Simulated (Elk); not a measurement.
## ZrB2: optical spectrum from first principles

Aim: the dielectric function of ZrB2, and the optical constants that follow from it.

Method: DFT, PBE, all-electron APW+lo, Dirac cores, scalar-relativistic bands, independent-particle optical response without local fields, in Elk 11.2.3 (patched build).

**1. The starting structure**

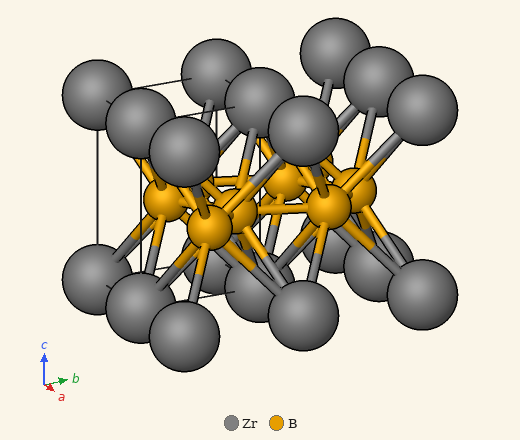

The cell as given, slightly off an axis (zirconium grey, boron orange). 2×2×1 cells are drawn. Some periodic images of atoms are drawn too.

**2. Ground state**

First the ground state: is it a metal or has it a gap?

This step: DFT, PBE, all-electron APW+lo, Dirac cores, scalar-relativistic bands, ground state (Elk 11.2.3 (patched build)).

Contents of elk.in:

```
tasks
  0
  120

xctype
  20

nempty
  10

lorbcnd
  .true.

rgkmax
  7.0

swidth
  0.0018375

maxscl
  100

epsengy
  1e-05

sppath
  './'

avec
  5.990431815067 0.000000000000 0.000000000000
  -2.995215907534 5.187866131487 0.000000000000
  0.000000000000 0.000000000000 6.676402398303

atoms
  2
  'Zr.in'
  1
  0.000000000000 0.000000000000 0.000000000000   0.000 0.000 0.000
  'B.in'
  2
  0.666666666667 0.333333333333 0.500000000000   0.000 0.000 0.000
  0.333333333333 0.666666666667 0.500000000000   0.000 0.000 0.000

ngridk
  7 7 6
```

Run with:

```console
> OMP_NUM_THREADS=2 elk
```

Numbers of over 12 decimals in the logs are rounded to 6 here.

Log:

```text
┌─────────────────────────┐
│ Elk code version 11.2.3 │
└─────────────────────────┘

All units are atomic (Hartree, Bohr, etc.)

┌─────────────────────────────────────────────────┐
│ Ground-state run starting from atomic densities │
└─────────────────────────────────────────────────┘

Lattice vectors :
   5.990431815       0.000000000       0.000000000
  -2.995215908       5.187866131       0.000000000
   0.000000000       0.000000000       6.676402398

Reciprocal lattice vectors :
   1.048870182      0.6055654818      -0.000000000
   0.000000000       1.211130964       0.000000000
   0.000000000      -0.000000000      0.9411034465

Unit cell volume      :    207.4862849
Brillouin zone volume :    1.195501734

Muffin-tin inner radius fraction :   0.1000000000E-01

Nuclei treated as point charges

Species : 1 (Zr)
 parameters loaded from : Zr.in
 name : zirconium
 nuclear charge    :   -40.00000000
 electronic charge :    40.00000000
 atomic mass :    166291.1793
 muffin-tin radius :    2.600000000
 number of radial points in muffin-tin :   1193
 inner part over the whole radius :   0.9967875514E-02
 number on inner part of muffin-tin    :    848
 approximate nuclear radius :   0.8202877663E-04
 number of mesh points to nuclear radius :    417
 atomic positions (lattice), magnetic fields (Cartesian) :
  1 :   0.00000000  0.00000000  0.00000000    0.00000000  0.00000000  0.00000000

Species : 2 (B)
 parameters loaded from : B.in
 name : boron
 nuclear charge    :   -5.000000000
 electronic charge :    5.000000000
 atomic mass :    19707.24742
 muffin-tin radius :    1.704288710
 number of radial points in muffin-tin :    593
 inner part over the whole radius :   0.9887081658E-02
 number on inner part of muffin-tin    :    404
 approximate nuclear radius :   0.4534157419E-04
 number of mesh points to nuclear radius :    162
 atomic positions (lattice), magnetic fields (Cartesian) :
  1 :  -0.33333333  0.33333333  0.50000000    0.00000000  0.00000000  0.00000000
  2 :   0.33333333 -0.33333333  0.50000000    0.00000000  0.00000000  0.00000000

Total number of atoms per unit cell :    3
Total muffin-tin volume :    115.0935203
 ratio of muffin-tin to unit cell volume :   0.5547042317

Spin treatment :
 spin-unpolarised

Number of Bravais lattice symmetries :   24
Number of crystal symmetries         :   24
Crystal has inversion symmetry
Real symmetric eigensolver will be used

k-point grid :      7     7     6
k-point offset :    0.000000000       0.000000000       0.000000000
k-point set is reduced with full crystal symmetry group
Total number of k-points :       32

Muffin-tin radius times maximum |G+k| :    7.000000000
 using average radius
Maximum |G+k| for APW functions       :    3.495003647
Maximum (1/2)|G+k|²                   :    6.107525246
Maximum |G| for potential and density :    12.00000000
Constant for pseudocharge density :    8
 order of it for each species :   15  15
 order of it for pair densities of each species (exact exchange by exxq0 0: 15) :   15   5
Radial integration step length :    1

G-vector grid sizes :     24    24    27
Number of G-vectors :     6085

Maximum angular momentum used for
 APW functions            :    8
 outer part of muffin-tin :    6
 inner part of muffin-tin :    2

Total nuclear charge    :   -50.00000000
Total core charge       :    32.00000000
Total valence charge    :    18.00000000
Total excess charge     :    0.000000000
Total electronic charge :    50.00000000

Effective Wigner radius, rₛ :   0.9968816313

Number of empty states         :     30
Total number of valence states :     40
Total number of core states    :     32

Conduction state local-orbitals added automatically
Third-order local-orbitals added for an l without core states : F
Total number of local-orbitals :    168

Exchange-correlation functional :     20     0     0
 Perdew-Burke-Ernzerhof, Phys. Rev. Lett. 77, 3865 (1996)
 gradient requirement :    1
 generalised gradient approximation (GGA)

Smearing type :    3
 Fermi-Dirac
Smearing width :   0.1837500000E-02
Effective electronic temperature (K) :    580.2366081

Mixing type :    3
 Broyden mixing, J. Phys. A: Math. Gen. 17, L317 (1984)

Kohn-Sham potential initialised from atomic data

┌──────────────────────────────┐
│ Self-consistent loop started │
└──────────────────────────────┘

┌─────────────────┐
│ Loop number : 1 │
└─────────────────┘

Energies :
 Fermi                       :     0.311035
 sum of occupied eigenvalues :     -2153.1947453419
 electron kinetic            :      3765.9624973490
 core electron kinetic       :      3694.0543158922
 Coulomb                     :     -7293.1437418801
 Coulomb potential           :     -5762.5645181599
 nuclear-nuclear             :     -446.65228686849
 electron-nuclear            :     -7940.1044794120
 Hartree                     :      1093.6130244003
 Madelung                    :     -4411.8614828002
 xc potential                :     -156.59272453093
 exchange                    :     -120.07079647142
 correlation                 :     -2.421666
 electron entropic           :    -0.23646345434336E-03
 total energy                :     -3649.6739435692

Density of states at Fermi energy :    23.31752023
 (states/Hartree/unit cell)

Estimated indirect band gap :   0.3385114762E-02
 from k-point 18 to k-point 26
Estimated direct band gap   :   0.1396203628E-01
 at k-point 13

Charges :
 core                        :    32.00000000
 valence                     :    18.00000000
 interstitial                :    4.169523487
 muffin-tins (core leakage)
  species : 1 (Zr)
   atom 1                    :    37.73643443     (  0.2803713990E-05)
  species : 2 (B)
   atom 1                    :    4.047021042     (  0.1334564490E-03)
   atom 2                    :    4.047021042     (  0.1334564490E-03)
 total in muffin-tins        :    45.83047651
 total calculated charge     :    49.99969964
 total charge                :    50.00000000
 error                       :   0.3003634774E-03

┌─────────────────┐
│ Loop number : 2 │
└─────────────────┘

Energies :
 Fermi                       :     0.311943
 sum of occupied eigenvalues :     -2153.2134157636
 electron kinetic            :      3764.9510350642
 core electron kinetic       :      3693.3236511485
 Coulomb                     :     -7293.2049120321
 Coulomb potential           :     -5762.4769648364
 nuclear-nuclear             :     -446.65228686849
 electron-nuclear            :     -7940.3170845709
 Hartree                     :      1093.7644594073
 Madelung                    :     -4411.9664296139
 xc potential                :     -155.68748599140
 exchange                    :     -120.07310182686
 correlation                 :     -2.421944
 electron entropic           :    -0.23353556407636E-03
 total energy                :     -3650.7491563208

Density of states at Fermi energy :    23.07530616
 (states/Hartree/unit cell)

Estimated indirect band gap :   0.3202337032E-02
 from k-point 18 to k-point 26
Estimated direct band gap   :   0.1417338399E-01
 at k-point 13

Charges :
 core                        :    32.00000000
 valence                     :    18.00000000
 interstitial                :    4.169752164
 muffin-tins (core leakage)
  species : 1 (Zr)
   atom 1                    :    37.74705678     (  0.2797754533E-05)
  species : 2 (B)
   atom 1                    :    4.041595530     (  0.1335294979E-03)
   atom 2                    :    4.041595530     (  0.1335294979E-03)
 total in muffin-tins        :    45.83024784
 total calculated charge     :    49.99970516
 total charge                :    50.00000000
 error                       :   0.2948357688E-03

RMS change in Kohn-Sham potential (target) :    4.504143379     (  0.1000000000E-05)
Absolute change in total energy (target)   :    1.075212752     (  0.1000000000E-04)

[... 12 loops left out ...]

┌──────────────────┐
│ Loop number : 15 │
└──────────────────┘

Energies :
 Fermi                       :     0.431563
 sum of occupied eigenvalues :     -2149.0898769221
 electron kinetic            :      3768.5600846857
 core electron kinetic       :      3693.7203120803
 Coulomb                     :     -7294.9880107095
 Coulomb potential           :     -5758.0529600929
 nuclear-nuclear             :     -446.65228686849
 electron-nuclear            :     -7948.4439134927
 Hartree                     :      1100.1081896517
 Madelung                    :     -4415.9615306631
 xc potential                :     -159.59700151500
 exchange                    :     -120.16476481336
 correlation                 :     -2.433047
 electron entropic           :    -0.10786700898712E-03
 total energy                :     -3649.0258459447

Density of states at Fermi energy :    9.300133005
 (states/Hartree/unit cell)

Estimated indirect band gap :   0.6353704220E-02
 from k-point 18 to k-point 7
Estimated direct band gap   :   0.2084381136E-01
 at k-point 13

Charges :
 core                        :    32.00000000
 valence                     :    18.00000000
 interstitial                :    4.142288497
 muffin-tins (core leakage)
  species : 1 (Zr)
   atom 1                    :    38.23605666     (  0.2628783712E-05)
  species : 2 (B)
   atom 1                    :    3.810827423     (  0.1340894001E-03)
   atom 2                    :    3.810827423     (  0.1340894001E-03)
 total in muffin-tins        :    45.85771150
 total calculated charge     :    49.99987507
 total charge                :    50.00000000
 error                       :   0.1249342409E-03

RMS change in Kohn-Sham potential (target) :   0.6033249966E-06 (  0.1000000000E-05)
Absolute change in total energy (target)   :   0.1532723218E-05 (  0.1000000000E-04)

Convergence targets achieved

┌──────────────────┐
│ Loop number : 16 │
└──────────────────┘

Energies :
 Fermi                       :     0.431563
 sum of occupied eigenvalues :     -2149.0898769401
 electron kinetic            :      3768.5600823335
 core electron kinetic       :      3693.7203093364
 Coulomb                     :     -7294.9880081802
 Coulomb potential           :     -5758.0529582247
 nuclear-nuclear             :     -446.65228686849
 electron-nuclear            :     -7948.4439104299
 Hartree                     :      1100.1081891182
 Madelung                    :     -4415.9615290679
 xc potential                :     -159.59700104899
 exchange                    :     -120.16476476408
 correlation                 :     -2.433047
 electron entropic           :    -0.10786701127856E-03
 total energy                :     -3649.0258457154

Density of states at Fermi energy :    9.300132848
 (states/Hartree/unit cell)

Estimated indirect band gap :   0.6353703768E-02
 from k-point 18 to k-point 7
Estimated direct band gap   :   0.2084381462E-01
 at k-point 13

Charges :
 core                        :    32.00000000
 valence                     :    18.00000000
 interstitial                :    4.142288433
 muffin-tins (core leakage)
  species : 1 (Zr)
   atom 1                    :    38.23605675     (  0.2628785499E-05)
  species : 2 (B)
   atom 1                    :    3.810827410     (  0.1340893924E-03)
   atom 2                    :    3.810827410     (  0.1340893924E-03)
 total in muffin-tins        :    45.85771157
 total calculated charge     :    49.99987507
 total charge                :    50.00000000
 error                       :   0.1249342279E-03

┌──────────────────────────────┐
│ Self-consistent loop stopped │
└──────────────────────────────┘

Warning : core states of species 2 leak from the muffin-tin :   0.1340893924E-03

Wrote STATE.OUT
```

Elapsed: 15 s, on 2 threads of Arm Neoverse V1, shared host; peak memory 0.07 GiB; 26 s of CPU time.

Read-outs, printed or worked out from the files:

```
total energy           : -3649 Ha
Fermi energy           : 11.74 eV
DOS at the Fermi level : 0.3418 states/eV/cell
```

There are states at the Fermi level within the smearing, so the occupations stay smeared and the carriers get a Drude term.

**3. Independent particles**

The spectrum is a sum over vertical transitions between filled and empty bands at the fixed density, so many empty bands are needed.

This step: DFT, PBE, all-electron APW+lo, Dirac cores, scalar-relativistic bands, independent-particle optical response without local fields (Elk 11.2.3 (patched build)).

elk.in: that of step 2 with these lines changed.

```diff
@@ -1,4 +1,10 @@
 tasks
-  0
-  120
+  121
+
+optcomp
+  1 1
+  3 3
+
+intraband
+  .true.
 
@@ -17,9 +23,7 @@
 swidth
-  0.0018375
+  0.0073499
 
-maxscl
-  100
-
-epsengy
-  1e-05
+wplot
+  400 100 0
+  0.0 1.10248
```

Run with:

```console
> OMP_NUM_THREADS=2 elk
```

Log:

```text
┌─────────────────────────────────┐
│ Elk code version 11.2.3 started │
└─────────────────────────────────┘

Info(readinput): the functional depends on the density's gradient
 muffin-tin radial points multiplied by    2.00000
 (not where nrmtscf is given)

┌────────────────────┐
│ Current task : 121 │
└────────────────────┘
Info(checkmt): changed muffin-tin radius of species 2 (B) from   1.8000 to   1.7043

Info(dielectric):
 dielectric tensor written to EPSILON_ij.OUT
 optical conductivity written to SIGMA_ij.OUT
 plasma frequency written to PLASMA_ij.OUT
 for components
  i = 1, j = 1
  i = 3, j = 3

┌──────────────────┐
│ Elk code stopped │
└──────────────────┘
```

Run time: 2 s. Hardware: 2 threads; peak memory 0.03 GiB.

This step gave:

| Property | Result |
| --- | --- |
| centre of weight of the strongest loss peak in the window | 20.97 eV |
| Drude plasma energy, first axis | 5.264 eV |

The Im ε has structure finer than the step of the table below, so its rows give means over 2 eV, whole bins alone (the curve runs from 0.3 to 29.9 eV). Peaks (eV: height): E ∥ z 0.8: 45.8, 1.4: 46.1, 2.5: 18.4, 3.6: 14.9, 4.3: 15.3.

Sum at mesh points, not converged in k. The Im ε by photon energy; means over each step:

```tsv
photon energy (eV)	E ∥ x	E ∥ z
2	19.6	23.3
4	10.5	11.3
6	8.35	8.29
8	7.37	8.35
10	6.06	5.16
12	3.00	2.16
14	1.63	1.47
16	0.926	0.689
18	0.548	0.534
20	0.421	0.395
22	0.355	0.397
24	0.252	0.353
26	0.280	0.293
28	0.932	1.03
```

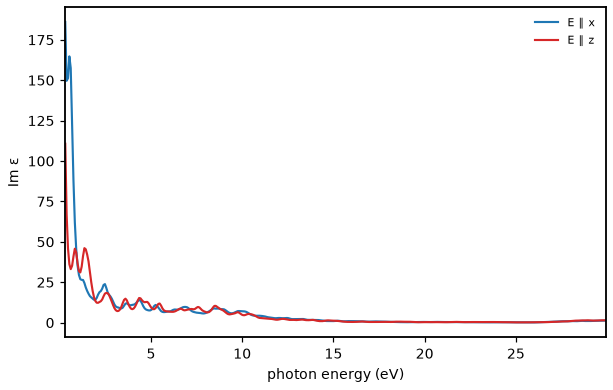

Im ε against photon energy.

Values under 1 per cm are given as 1; sum at mesh points, not converged in k. The absorption coefficient by photon energy:

```tsv
photon energy (eV)	E ∥ x (1/cm)	E ∥ z (1/cm)
2.02	5.0e5	5.6e5
3.98	8.6e5	6.7e5
6.00	1.0e6	1.1e6
8.03	1.3e6	1.6e6
9.97	2.3e6	2.2e6
12.00	2.2e6	1.9e6
14.03	2.2e6	2.1e6
15.97	1.8e6	1.6e6
18.00	1.6e6	1.1e6
20.02	1.0e6	7.9e5
21.98	7.7e5	6.6e5
24.00	4.6e5	6.3e5
26.02	2.6e5	3.4e5
27.98	1.2e6	1.1e6
```

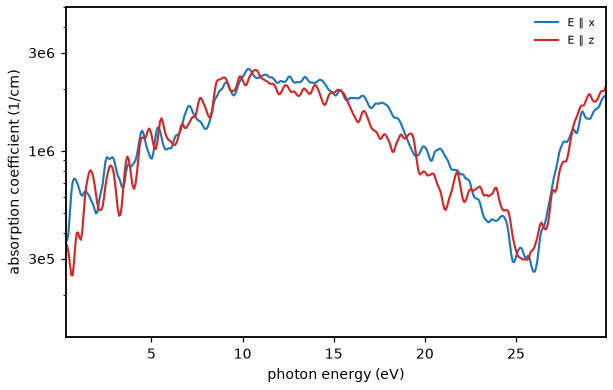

Absorption coefficient against photon energy.

The loss function −Im 1/ε at q → 0 has structure finer than the step of the table below, so its rows give means over 2 eV, whole bins alone (the curve runs from 0.3 to 29.9 eV). Peaks (eV: height): E ∥ x 19.4: 2.60, 20.2: 2.50, 21.4: 2.60; E ∥ z 18.2: 2.03, 19.6: 3.19.

Sum at mesh points, not converged in k. Loss function −Im 1/ε at q → 0 against energy loss; means over each step:

```tsv
energy loss (eV)	E ∥ x	E ∥ z
2	0.0476	0.0499
4	0.0948	0.0828
6	0.119	0.121
8	0.136	0.117
10	0.133	0.133
12	0.184	0.208
14	0.242	0.333
16	0.450	0.543
18	0.838	1.53
20	2.23	2.28
22	2.26	1.26
24	0.966	0.838
26	0.293	0.266
28	0.446	0.337
```

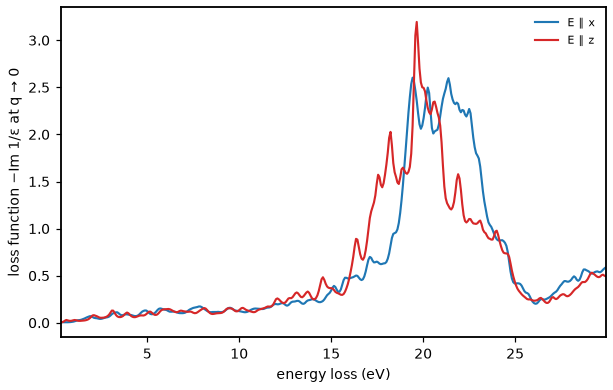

Loss function −Im 1/ε at q → 0, plotted against energy loss.

The reflectivity at normal incidence has structure finer than the step of the table below, so its rows give means over 2 eV, whole bins alone (the curve runs from 0.3 to 29.9 eV). Peaks (eV: height): E ∥ x 2.5: 58.8, 4.5: 50.6, 5.4: 45.6, 7.1: 44.7, 14.6: 60.9, 18.1: 54.7; E ∥ z 1.6: 68.5, 2.8: 53.2, 9.1: 53.4, 10.9: 61.7, 14.2: 58.7, 15.8: 65.2, 16.8: 52.0.

Sum at mesh points, not converged in k. Table of reflectivity at normal incidence by photon energy; means over each step:

```tsv
photon energy (eV)	E ∥ x (%)	E ∥ z (%)
2	59.0	55.7
4	42.8	41.0
6	37.6	38.3
8	38.1	41.6
10	47.5	50.9
12	51.7	54.0
14	54.8	48.6
16	49.9	53.8
18	49.1	31.0
20	25.6	20.2
22	14.3	6.08
24	4.43	3.36
26	0.832	0.737
28	4.17	4.75
```

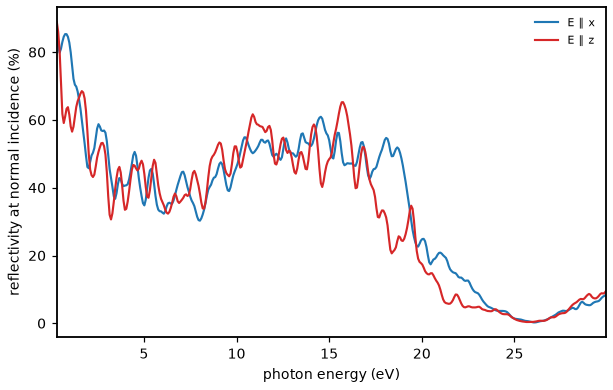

Reflectivity at normal incidence, plotted against photon energy.

Optical constants at common wavelengths, from n + ik = √ε:

```tsv
wavelength (nm)	n x	k x	R (%) x	1/α x	n z	k z	R (%) z	1/α z
1550	3.89	9.038	85.3	14 nm	5.42	4.076	62.5	30 nm
800	2.38	3.902	64.3	16 nm	4.02	4.896	67.4	13 nm
633	2.85	2.512	46.1	20 nm	2.15	3.096	55.9	16 nm
532	3.58	2.965	51.9	14 nm	3.16	2.300	44.0	18 nm
405	1.93	2.635	50.2	12 nm	1.97	2.011	38.7	16 nm
365	2.31	1.940	37.3	15 nm	3.13	1.675	36.9	17 nm
308	2.60	2.139	40.7	11 nm	2.67	1.619	33.7	15 nm
```

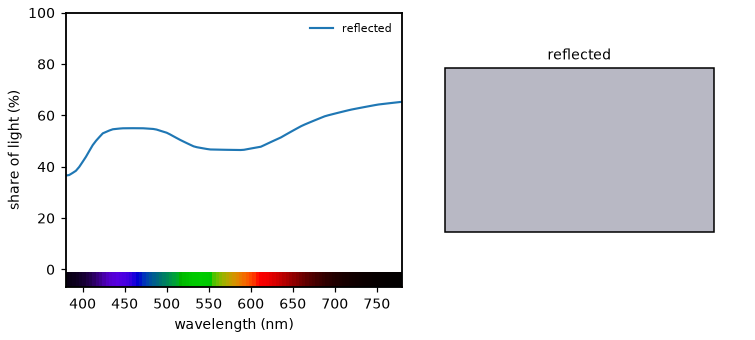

Light reflected across the visible range, with the colour that it makes of daylight (sRGB).

A polished face would reflect 49 % of daylight and look faintly violet (CIE x = 0.304, y = 0.314 under D65).

**4. What came out**

- Drude plasma energy, first axis: 5.26 eV
- centre of weight of the strongest loss peak in the window, first axis: 21.0 eV

In words: At this level (PBE, independent particles) ZrB2 is a metal with a Drude plasma energy of 5.3 eV along x and 4.6 eV along z. The mesh is too coarse to trust the carriers' weight, the reflectivity or the colour to better than tens of per cent. Along x the bare Drude plasma energy is 5.3 eV; Re ε first rises through zero at 1.90 eV, far lower, because interband transitions screen the carriers. Im ε is 14 there, so the loss peak at that energy is weak. A polished face would reflect 49 % of daylight and look faintly violet (CIE x = 0.304, y = 0.314 under D65). The carriers' damping of 0.2 eV is typed, not computed; at 0.8 eV the carriers give 14 % of Im ε along the first axis; the rest comes from the sum over bands, which at low energy also holds close bands and the noise of the mesh. The sum runs over mesh points 0.33 Å⁻¹ apart with no interpolation, so peaks are partly noise of the mesh, and the Drude plasma energy, a sum over the Fermi surface, isn't converged. Besides steps told in other documents, this task had 2 runs with a known fault of program or setting; those not told in a step above aren't shown.

[Machine, clock and banner lines and Python warnings are left out of the logs.]

[Logs are printed without paths, hosts, clocks, repeated set-up lines and the standing remarks that a program may print on its own settings, such as how far it seeks lower states.]

[Hosts, paths, dates, database ids (printed as entryN), source tags and the programs' standing remarks are cut or masked in the printed files.]
